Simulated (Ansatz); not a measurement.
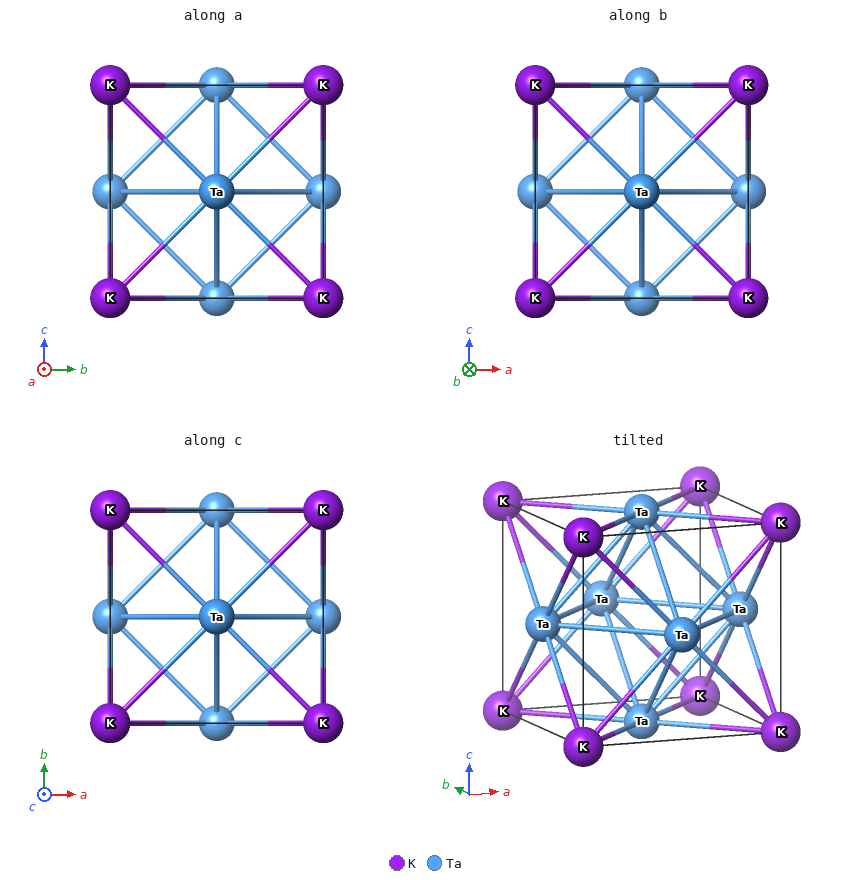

The figure gives a ball-and-stick picture of the atoms, viewed along the a axis, along the b axis, along the c axis and slightly off an axis. The parallelepiped is the conventional unit cell.

Lattice parameters: a = 4.3753 Å, b = 4.3753 Å, c = 4.3753 Å, α = 90.000°, β = 90.000°, γ = 90.000°.

Express the structure as a CIF with its space group and independent sites.

Answer.
```cif
data_structure
_symmetry_space_group_name_H-M 'P m -3 m'
_symmetry_Int_Tables_number 221
_cell_length_a 4.3753
_cell_length_b 4.3753
_cell_length_c 4.3753
_cell_angle_alpha 90.000
_cell_angle_beta 90.000
_cell_angle_gamma 90.000
_cell_volume 83.76
loop_
_atom_site_label
_atom_site_type_symbol
_atom_site_symmetry_multiplicity
_atom_site_Wyckoff_symbol
_atom_site_fract_x
_atom_site_fract_y
_atom_site_fract_z
_atom_site_occupancy
K1 K 1 a 0.0000 0.0000 0.0000 1
Ta1 Ta 3 c 0.0000 0.5000 0.5000 1
```

Provenance: a structure type filled with these elements by a generator (whether the compound takes this form wasn't checked). The geometry is the end of a relaxation with DFT PBE, scalar-relativistic, plane waves, PAW (Ansatz).
